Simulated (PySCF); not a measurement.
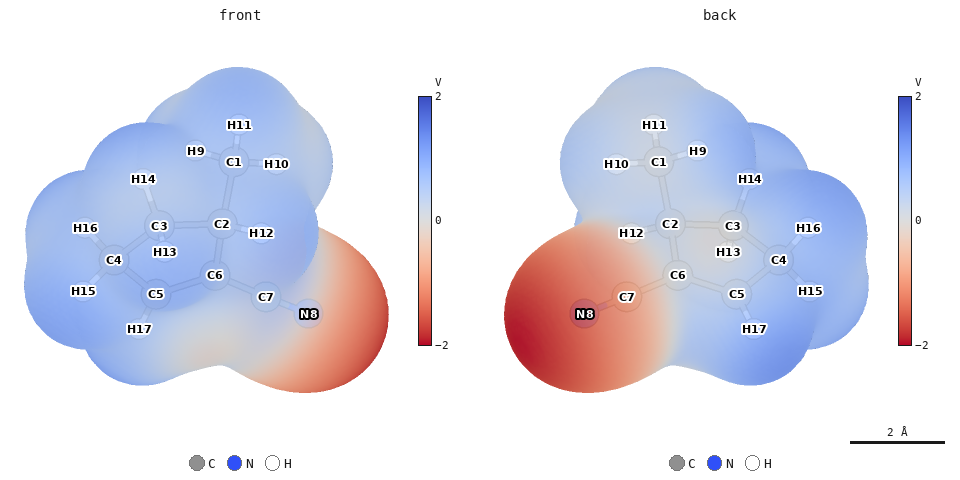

Figure. C7H9N (SMILES C[C@H]1CCC=C1C#N). The electrostatic potential painted on the density surface at 0.002 e/bohr³, seen from the front and from behind; red is negative and blue positive.

Geometry: GFN2-xTB.

The calculation used PySCF 2.14.0, PBE0/def2-SVPD, SCF density, gas phase.

```yaml
atoms:
  - { symbol: C, position_ang: [1.8338, -0.0235, 0.1101] }
  - { symbol: C, position_ang: [0.5167, 0.1974, -0.6347] }
  - { symbol: C, position_ang: [-0.2833, -1.1045, -0.8354] }
  - { symbol: C, position_ang: [-1.3460, -1.1196, 0.2762] }
  - { symbol: C, position_ang: [-1.4221, 0.3062, 0.7127] }
  - { symbol: C, position_ang: [-0.4225, 1.0318, 0.2091] }
  - { symbol: C, position_ang: [-0.1798, 2.3947, 0.4364] }
  - { symbol: N, position_ang: [0.0410, 3.5083, 0.6064] }
  - { symbol: H, position_ang: [1.6551, -0.5338, 1.0544] }
  - { symbol: H, position_ang: [2.3150, 0.9296, 0.3199] }
  - { symbol: H, position_ang: [2.5105, -0.6269, -0.4906] }
  - { symbol: H, position_ang: [0.7305, 0.6897, -1.5882] }
  - { symbol: H, position_ang: [-0.7730, -1.0883, -1.8095] }
  - { symbol: H, position_ang: [0.3634, -1.9792, -0.7974] }
  - { symbol: H, position_ang: [-2.3107, -1.4917, -0.0717] }
  - { symbol: H, position_ang: [-1.0425, -1.7457, 1.1206] }
  - { symbol: H, position_ang: [-2.1930, 0.6675, 1.3718] }
```

### Which sites attract a positive test charge, and which a negative one?

A positive charge is drawn to the negative regions and a negative charge to the positive ones. The most negative region (about −1.9 V) lies over N8, the most positive (about +1.2 V) over H17. N8 is the likeliest acceptor of a hydrogen bond.
